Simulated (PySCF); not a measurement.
Dissociation curve of BeO, singlet.

Methods: RHF/6-31G (PySCF); UKS-PBE = PySCF 2.14.0 with unrestricted PBE/6-31G; UKS-B3LYP = unrestricted B3LYP/6-31G (PySCF).

Magnitude of the dipole moment (D; its direction can reverse along the curve, and a method can change to another solution) and Mulliken charge of the fragment that holds Be1:

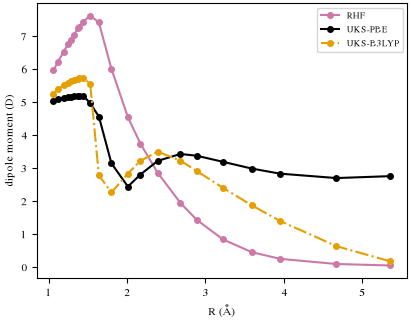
Dipole moment against bond length.

```
R / Å  μ RHF  q RHF  μ UKS-PBE  q UKS-PBE  μ UKS-B3LYP  q UKS-B3LYP
-----  -----  -----  ---------  ---------  -----------  -----------
1.06    5.97   0.40       5.04       0.18         5.26         0.22
1.12    6.23   0.47       5.09       0.24         5.39         0.28
1.19    6.53   0.53       5.12       0.30         5.51         0.34
1.25    6.77   0.58       5.15       0.34         5.59         0.39
1.28    6.89   0.61       5.16       0.36         5.63         0.41
1.32    7.04   0.63       5.17       0.38         5.67         0.43
1.38    7.25   0.67       5.19       0.41         5.71         0.46
1.39    7.29   0.67       5.19       0.41         5.72         0.46
1.44    7.44   0.69       5.20       0.43         5.74         0.48
1.53    7.62   0.71       4.96       0.44         5.54         0.49
1.64    7.41   0.70       4.56       0.44         2.78         0.43
1.80    6.01   0.60       3.14       0.40         2.26         0.41
2.01    4.55   0.43       2.44       0.36         2.83         0.41
2.17    3.74   0.33       2.80       0.35         3.22         0.40
2.39    2.86   0.22       3.22       0.33         3.50         0.36
2.68    1.94   0.12       3.43       0.28         3.23         0.27
2.89    1.43   0.08       3.37       0.25         2.91         0.22
3.22    0.84   0.03       3.19       0.21         2.40         0.15
3.59    0.45   0.01       2.98       0.17         1.87         0.10
3.95    0.25   0.00       2.83       0.15         1.40         0.07
4.67    0.09   0.00       2.70       0.12         0.63         0.03
5.36    0.04   0.00       2.75       0.11         0.17         0.01
```

The restricted form behind RHF keeps the bonding electrons paired and can't separate into open-shell fragments. The unrestricted solution behind UKS-PBE changes between 1.64 and 1.80 Å, which can leave a kink. The unrestricted determinant behind UKS-PBE is spin-contaminated at 1.53 to 5.36 Å (<S²> up to 1.0, against 0.00 for a pure singlet). At the longest distance UKS-PBE leaves fractional charges on the fragments, a sign of delocalisation error or of the restricted form. The unrestricted determinant behind UKS-B3LYP is spin-contaminated at 1.53 to 5.36 Å (<S²> up to 1.1, against 0.00 for a pure singlet).
